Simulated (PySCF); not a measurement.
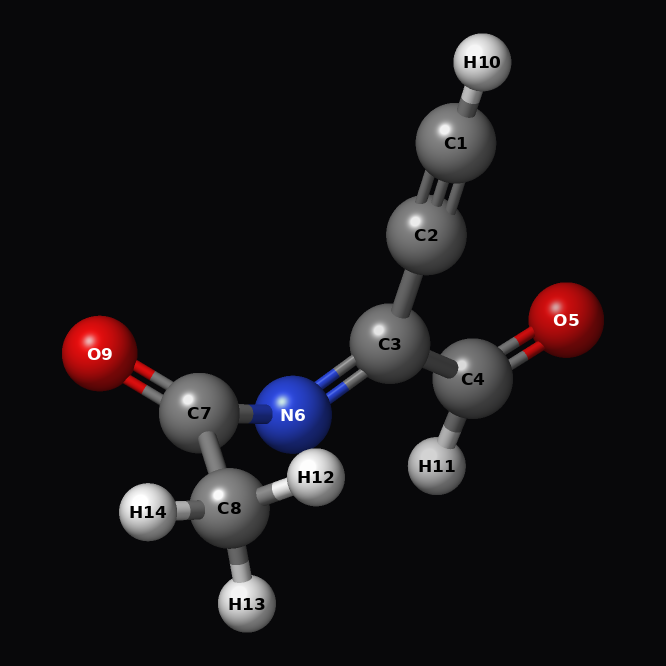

Computed geometry: GFN2-xTB optimisation. No frequency run is at hand to confirm it as a minimum. Electric field gradients from the ground-state density, B3LYP/pcJ-1 (PySCF 2.14.0), non-relativistic apart from any core potentials.

Give the largest field-gradient component, the quadrupole coupling constant and the asymmetry for 17O at O5 (Q = −25.6 mb), 14N at N6 (Q = 20.44 mb), 17O at O9 (Q = −25.6 mb).

| atom | V_zz (a.u.) | e²qQ/h (MHz) | η |
| --- | --- | --- | --- |
| O5 | −2.091 | 12.57 | 0.67 |
| N6 | −1.015 | −4.88 | 0.45 |
| O9 | −1.831 | 11.01 | 0.26 |
